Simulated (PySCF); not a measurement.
**InPH6: excited-state calculation (part 2 of 2)**

InPH6, SMILES [PH3+][InH3-]; NEVPT2/LANL08, RHF, core potentials lanl08 (PySCF 2.14.0). The geometry comes from this level: PBE0-D4/def2-TZVP.

Geometry of the input (Å):
```
P  -0.5933  0.0626  -1.0266
In 0.8220  -0.0999  1.3628
H  -1.9975  -0.0772  -1.0218
H  -0.3189  -0.8557  -2.0621
H  -0.5268  1.2405  -1.8008
H  0.0233  1.2408  2.1119
H  2.3761  0.1407  0.6389
H  0.3074  -1.7088  1.7418
```

The program's output, continued
```
<CAS-nat-orb|mo-hf>  9      22      -0.65883277
<CAS-nat-orb|mo-hf>  10     8        0.93491099
Using density fitting integrals for NEVPT2
Sr    (-1)',   E = -0.00919840973953
Si    (+1)',   E = -0.00022316816988
Sijrs (0)  ,   E = -0.08656668081921
Sijr  (+1) ,   E = -0.00483830862333
Srsi  (-1) ,   E = -0.00377252097246
Srs   (-2) ,   E = -0.03112600051603
Sij   (+2) ,   E = -0.00048593507789
Sir   (0)' ,   E = -0.00241493362221
Nevpt2 Energy = -0.138625957540557

******** <class 'pyscf.mrpt.nevpt2.NEVPT'> ********
NEVPT2 (3e+3e, 6o), ncore = 4, nvir = 50
root = 1
Natural occ [1.99676214 1.91496473 1.00585718 0.99959391 0.0692697  0.01355235]
Natural orbital (expansion on meta-Lowdin AOs) in CAS space
               #1        #2        #3        #4        #5
0 P 3s           0.07576   0.09432   0.00306  -0.08914  -0.10579
0 P 4s           0.02059   0.02088  -0.00160   0.09238  -0.01101
0 P 5s          -0.05099  -0.06837  -0.00665   0.25872   0.14685
0 P 3px          0.00173  -0.00278   0.00181   0.00080   0.00143
0 P 3py         -0.01899  -0.02232   0.00044   0.02460   0.02685
0 P 3pz          0.04758   0.03711  -0.01618   0.02484  -0.00204
0 P 4px          0.01218  -0.00562   0.00478   0.00650   0.02521
0 P 4py         -0.07880  -0.10357  -0.00411   0.04598   0.14044
0 P 4pz          0.02165   0.00301  -0.01040   0.05458   0.01441
0 P 5px         -0.01585   0.01496  -0.00895  -0.01215  -0.03177
0 P 5py         -0.00686  -0.00091   0.00230   0.12403   0.01377
0 P 5pz          0.00924  -0.01387  -0.01154   0.08115   0.03621
1 In 5s         -0.45536  -0.42844   0.00390  -0.11680   0.58545
1 In 6s          0.05275   0.06402   0.00349  -0.11875  -0.05915
1 In 7s          0.04884   0.03345  -0.00331   0.10795  -0.25746
1 In 5px        -0.00026  -0.00728  -0.01416   0.02118  -0.01345
1 In 5py        -0.00375   0.00452  -0.01206  -0.00166   0.02694
1 In 5pz        -0.00691  -0.00619   0.00619   0.03824   0.01991
1 In 6px        -0.02969   0.04766   0.05062  -0.00424  -0.06202
1 In 6py         0.05828  -0.05876   0.04506  -0.00197   0.07153
1 In 6pz         0.04164  -0.00924  -0.02626  -0.01641   0.00363
1 In 7px        -0.04594   0.07619   0.06445   0.44560  -0.10014
1 In 7py         0.10356  -0.10595   0.06830  -0.04045   0.18039
1 In 7pz         0.07649  -0.04286  -0.05730   0.75339   0.12047
2 H 1s          -0.01130   0.02950   0.02899  -0.10749  -0.06270
2 H 2s           0.01337   0.01099  -0.00253   0.08231   0.00475
2 H 3s           0.00656  -0.00099  -0.00485  -0.00414   0.00257
2 H 2px         -0.00811  -0.00289   0.00388   0.01931   0.00806
2 H 2py         -0.00143   0.00161   0.00004  -0.00058  -0.00146
2 H 2pz         -0.01182  -0.01487  -0.00091   0.02585   0.02316
3 H 1s           0.05746   0.01971   0.00129  -0.08579  -0.04077
3 H 2s           0.00269  -0.00426  -0.00109   0.07491   0.02628
3 H 3s          -0.01257  -0.00493   0.00049  -0.01318   0.00113
3 H 2px         -0.00352  -0.00567  -0.00210   0.01639   0.01070
3 H 2py          0.01337   0.01100  -0.00097   0.00454  -0.01104
3 H 2pz          0.00271  -0.00294  -0.00065   0.03106   0.00993
4 H 1s           0.00905   0.04614  -0.02026  -0.09323  -0.06651
4 H 2s           0.00088   0.00152  -0.00244   0.07396   0.01164
4 H 3s          -0.00394  -0.00941   0.00357  -0.01098   0.00880
4 H 2px          0.00076  -0.00431  -0.00166   0.01786   0.00971
4 H 2py         -0.00866  -0.01258   0.00284  -0.00870   0.01062
4 H 2pz         -0.00648  -0.00558  -0.00202   0.03112   0.01527
5 H 1s           0.85345  -0.23668   0.00168  -0.06915   0.29269
5 H 2s          -0.05422   0.04687  -0.00056   0.01160  -0.04434
5 H 3s          -0.05500   0.03295  -0.00107   0.03942  -0.05826
5 H 2px          0.02664  -0.01162   0.00877   0.03838   0.02320
5 H 2py         -0.04684   0.02020   0.00860  -0.00115  -0.03495
5 H 2pz         -0.02831   0.01231  -0.00693   0.06904  -0.01535
6 H 1s           0.00960   0.58712   0.69849  -0.00569   0.36678
6 H 2s           0.01416  -0.02310  -0.00572   0.01202   0.20701
6 H 3s           0.01462  -0.02855  -0.03394   0.03401   0.03613
6 H 2px          0.00588  -0.03582  -0.04568   0.04002  -0.00572
6 H 2py          0.01521  -0.02002  -0.00048  -0.00313   0.01664
6 H 2pz          0.00046   0.01078   0.01590   0.06584   0.01407
7 H 1s           0.00803   0.58669  -0.69661  -0.04103   0.36738
7 H 2s           0.01810  -0.02015   0.00528   0.01534   0.20507
7 H 3s           0.01396  -0.02917   0.03186   0.03555   0.03671
7 H 2px         -0.01231   0.02146  -0.00845   0.03790  -0.00739
7 H 2py         -0.00136   0.03106  -0.04584  -0.00744   0.01515
7 H 2pz          0.01095  -0.01918   0.00872   0.06799   0.01459
               #6
0 P 3s          -0.00843
0 P 4s          -0.00816
0 P 5s           0.00235
0 P 3px          0.00045
0 P 3py          0.00046
0 P 3pz          0.10313
0 P 4px         -0.06867
0 P 4py          0.04065
0 P 4pz          0.07728
0 P 5px          0.06533
0 P 5py         -0.03733
0 P 5pz          0.07060
1 In 5s         -0.00901
1 In 6s         -0.00695
1 In 7s          0.00708
1 In 5px        -0.06690
1 In 5py        -0.06034
1 In 5pz         0.03676
1 In 6px        -0.17400
1 In 6py        -0.15416
1 In 6pz         0.08957
1 In 7px        -0.50698
1 In 7py        -0.45195
1 In 7pz         0.25249
2 H 1s          -0.07876
2 H 2s          -0.00617
2 H 3s           0.03483
2 H 2px         -0.02097
2 H 2py         -0.00334
2 H 2pz          0.00447
3 H 1s           0.00747
3 H 2s          -0.00921
3 H 3s          -0.00215
3 H 2px          0.01309
3 H 2py          0.00356
3 H 2pz          0.00322
4 H 1s           0.04350
4 H 2s           0.01878
4 H 3s          -0.01383
4 H 2px          0.01120
4 H 2py         -0.00204
4 H 2pz         -0.00234
5 H 1s          -0.00210
5 H 2s           0.00352
5 H 3s           0.00127
5 H 2px         -0.06717
5 H 2py         -0.05851
5 H 2pz          0.03642
6 H 1s           0.08732
6 H 2s           0.37794
6 H 3s           0.13420
6 H 2px          0.05822
6 H 2py         -0.04225
6 H 2pz         -0.02777
7 H 1s          -0.08833
7 H 2s          -0.38021
7 H 3s          -0.13001
7 H 2px         -0.02598
7 H 2py          0.07015
7 H 2pz          0.00947
<CAS-nat-orb|mo-hf>  5      4        0.55758767
<CAS-nat-orb|mo-hf>  5      5        0.41940821
<CAS-nat-orb|mo-hf>  5      6        0.54578466
<CAS-nat-orb|mo-hf>  5      7       -0.46239562
<CAS-nat-orb|mo-hf>  6      4        0.54946875
<CAS-nat-orb|mo-hf>  6      5        0.45665270
<CAS-nat-orb|mo-hf>  6      6       -0.53065309
<CAS-nat-orb|mo-hf>  6      7        0.45015915
<CAS-nat-orb|mo-hf>  7      6        0.63877950
<CAS-nat-orb|mo-hf>  7      7        0.75224805
<CAS-nat-orb|mo-hf>  8      8        0.94056440
<CAS-nat-orb|mo-hf>  9      14      -0.57200018
<CAS-nat-orb|mo-hf>  9      20       0.58680416
<CAS-nat-orb|mo-hf>  10     9        0.55132230
<CAS-nat-orb|mo-hf>  10     22      -0.64893828
Using density fitting integrals for NEVPT2
Sr    (-1)',   E = -0.01114828709379
Si    (+1)',   E = -0.00040286833211
Sijrs (0)  ,   E = -0.08659403932092
Sijr  (+1) ,   E = -0.00359867971893
Srsi  (-1) ,   E = -0.00759493853244
Srs   (-2) ,   E = -0.02368060768165
Sij   (+2) ,   E = -0.00017702098383
Sir   (0)' ,   E = -0.00290008640983
Nevpt2 Energy = -0.136096528073495

******** <class 'pyscf.mrpt.nevpt2.NEVPT'> ********
NEVPT2 (3e+3e, 6o), ncore = 4, nvir = 50
root = 2
Natural occ [1.96857921 1.92858812 1.03504353 0.9806944  0.05206292 0.03503183]
Natural orbital (expansion on meta-Lowdin AOs) in CAS space
               #1        #2        #3        #4        #5
0 P 3s           0.12042   0.00214   0.03938  -0.07871  -0.10740
0 P 4s           0.02842   0.00200  -0.05972   0.07113  -0.00915
0 P 5s          -0.08615  -0.00057  -0.14719   0.20897   0.15187
0 P 3px         -0.00063   0.00173   0.00205   0.00261   0.00139
0 P 3py         -0.02930   0.00098  -0.01202   0.02085   0.02731
0 P 3pz          0.05983  -0.03242  -0.01221   0.02336  -0.00181
0 P 4px          0.00507   0.01620   0.00622   0.01271   0.02519
0 P 4py         -0.12850  -0.00955  -0.00758   0.04800   0.14106
0 P 4pz          0.01737  -0.02170  -0.02458   0.05050   0.01519
0 P 5px         -0.00134  -0.01990  -0.01015  -0.02283  -0.03170
0 P 5py         -0.00678   0.01146  -0.08093   0.09346   0.01639
0 P 5pz         -0.00344  -0.02105  -0.03766   0.07332   0.03748
1 In 5s         -0.62326   0.00294   0.09491  -0.09626   0.58361
1 In 6s          0.08328   0.00163   0.06452  -0.09808  -0.06144
1 In 7s          0.05714  -0.00180  -0.06836   0.09099  -0.25542
1 In 5px        -0.00538  -0.00239  -0.00992   0.01997  -0.01301
1 In 5py         0.00039  -0.00198  -0.00300  -0.00489   0.02707
1 In 5pz        -0.00960   0.00098  -0.02360   0.02924   0.02065
1 In 6px         0.01082   0.07853  -0.04095  -0.03868  -0.06097
1 In 6py         0.00274   0.06981   0.06792   0.04951   0.07020
1 In 6pz         0.02427  -0.04110   0.03715   0.01014   0.00257
1 In 7px         0.01418   0.15813  -0.35036   0.28984  -0.08906
1 In 7py         0.00426   0.14092   0.14606   0.06002   0.17747
1 In 7pz         0.01969  -0.07982  -0.40844   0.63745   0.13391
2 H 1s           0.01282   0.03896   0.04386  -0.10198  -0.06428
2 H 2s           0.01650   0.00052  -0.05111   0.06464   0.00638
2 H 3s           0.00416  -0.01063   0.00661   0.00018   0.00235
2 H 2px         -0.00807   0.00777  -0.01452   0.01264   0.00854
2 H 2py          0.00005   0.00057  -0.00134  -0.00180  -0.00143
2 H 2pz         -0.01899  -0.00099  -0.01342   0.02158   0.02365
3 H 1s           0.05621  -0.00210   0.07195  -0.05028  -0.04299
3 H 2s          -0.00160   0.00227  -0.04275   0.06108   0.02771
3 H 3s          -0.01243   0.00052   0.00458  -0.01346   0.00097
3 H 2px         -0.00658  -0.00383  -0.00870   0.01375   0.01099
3 H 2py          0.01722  -0.00145  -0.00243   0.00440  -0.01099
3 H 2pz         -0.00031  -0.00041  -0.01625   0.02656   0.01048
4 H 1s           0.03884  -0.02945   0.03516  -0.08869  -0.06799
4 H 2s           0.00100  -0.00370  -0.04680   0.05702   0.01312
4 H 3s          -0.00917   0.00554   0.01052  -0.00604   0.00853
4 H 2px         -0.00255  -0.00305  -0.00818   0.01613   0.00999
4 H 2py         -0.01481   0.00293   0.00845  -0.00488   0.01041
4 H 2pz         -0.00881  -0.00084  -0.01948   0.02381   0.01592
5 H 1s           0.46380  -0.00018   0.63396   0.42514   0.27764
5 H 2s          -0.00786  -0.00083  -0.06368  -0.03584  -0.04286
5 H 3s          -0.01821  -0.00027  -0.07407  -0.00817  -0.05636
5 H 2px          0.01125   0.02065  -0.00287   0.04640   0.02357
5 H 2py         -0.02050   0.01813  -0.03615  -0.03053  -0.03407
5 H 2pz         -0.01300  -0.01114  -0.06593   0.03576  -0.01349
6 H 1s           0.40877   0.67372  -0.30615  -0.28358   0.37283
6 H 2s          -0.00528  -0.06777   0.01838   0.02515   0.20629
6 H 3s          -0.00911  -0.05479   0.00294   0.04626   0.03614
6 H 2px         -0.02057  -0.05366  -0.00257   0.05085  -0.00545
6 H 2py         -0.00247   0.00642   0.02181   0.01328   0.01619
6 H 2pz          0.00711   0.02186  -0.04684   0.04594   0.01554
7 H 1s           0.40612  -0.67367  -0.30629  -0.28470   0.37368
7 H 2s          -0.00029   0.06831   0.01672   0.02790   0.20529
7 H 3s          -0.00991   0.05375   0.00300   0.04618   0.03703
7 H 2px          0.00526  -0.00312  -0.04295   0.01441  -0.00618
7 H 2py          0.02022  -0.05698  -0.01408  -0.01975   0.01531
7 H 2pz         -0.00568   0.00870  -0.02568   0.06600   0.01558
               #6
0 P 3s          -0.00830
0 P 4s          -0.00793
0 P 5s           0.00247
0 P 3px          0.00075
0 P 3py          0.00066
0 P 3pz          0.09915
0 P 4px         -0.06688
0 P 4py          0.03977
0 P 4pz          0.07475
0 P 5px          0.06287
0 P 5py         -0.03591
0 P 5pz          0.06811
1 In 5s         -0.00804
1 In 6s         -0.00685
1 In 7s          0.00659
1 In 5px        -0.06825
1 In 5py        -0.06148
1 In 5pz         0.03746
1 In 6px        -0.16334
1 In 6py        -0.14454
1 In 6pz         0.08394
1 In 7px        -0.48764
1 In 7py        -0.43445
1 In 7pz         0.24285
2 H 1s          -0.07342
2 H 2s          -0.00615
2 H 3s           0.03354
2 H 2px         -0.01995
2 H 2py         -0.00329
2 H 2pz          0.00439
3 H 1s           0.00717
3 H 2s          -0.00892
3 H 3s          -0.00210
3 H 2px          0.01264
3 H 2py          0.00336
3 H 2pz          0.00321
4 H 1s           0.03910
4 H 2s           0.01845
4 H 3s          -0.01309
4 H 2px          0.01085
4 H 2py         -0.00157
4 H 2pz         -0.00249
5 H 1s          -0.00180
5 H 2s           0.00338
5 H 3s           0.00118
5 H 2px         -0.06462
5 H 2py         -0.05633
5 H 2pz          0.03505
6 H 1s           0.20183
6 H 2s           0.37210
6 H 3s           0.12694
6 H 2px          0.05005
6 H 2py         -0.04175
6 H 2pz         -0.02447
7 H 1s          -0.20178
7 H 2s          -0.37381
7 H 3s          -0.12278
7 H 2px         -0.02687
7 H 2py          0.06161
7 H 2pz          0.01108
<CAS-nat-orb|mo-hf>  5      4        0.78212699
<CAS-nat-orb|mo-hf>  5      5        0.61786807
<CAS-nat-orb|mo-hf>  6      6        0.64616913
<CAS-nat-orb|mo-hf>  6      7        0.76235291
<CAS-nat-orb|mo-hf>  7      6        0.60580205
<CAS-nat-orb|mo-hf>  7      7       -0.51355420
<CAS-nat-orb|mo-hf>  7      8       -0.56669631
<CAS-nat-orb|mo-hf>  8      6        0.46073012
<CAS-nat-orb|mo-hf>  8      8        0.74990841
<CAS-nat-orb|mo-hf>  9      14      -0.57326944
<CAS-nat-orb|mo-hf>  9      20       0.58652476
<CAS-nat-orb|mo-hf>  10     9        0.55695547
<CAS-nat-orb|mo-hf>  10     22      -0.65896289
Using density fitting integrals for NEVPT2
Sr    (-1)',   E = -0.02235700504034
Si    (+1)',   E = -0.00024980606502
Sijrs (0)  ,   E = -0.08663220591766
Sijr  (+1) ,   E = -0.00355356109072
Srsi  (-1) ,   E = -0.00763991321670
Srs   (-2) ,   E = -0.01904813944468
Sij   (+2) ,   E = -0.00018667126014
Sir   (0)' ,   E = -0.00333356094967
Nevpt2 Energy = -0.143000862984934
Final energy -11.725679511691816
state  energy (Eh)  excitation (eV)
  0     -11.72567951    0.0000
  1     -11.48656661    6.5066
  2     -11.48371067    6.5843
```

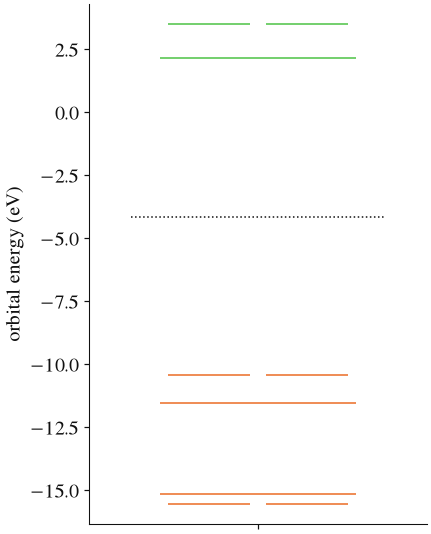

Orbital energies near the frontier (SCF reference); the dotted line parts filled from empty levels, and levels within 0.02 eV of each other stand side by side. Highest filled −10.45 eV, lowest empty 2.15 eV, 12.60 eV apart.

Summary

- outcome: converged
- total energy: −11.725680 hartree
- SCF energy: −11.559077 hartree
- correlation energy: −0.166602 hartree
- basis functions: 60
- HOMO of the SCF reference: −10.45 eV
- LUMO of the SCF reference: 2.15 eV
- wall time: 31 s
- peak memory: 0.16 GiB
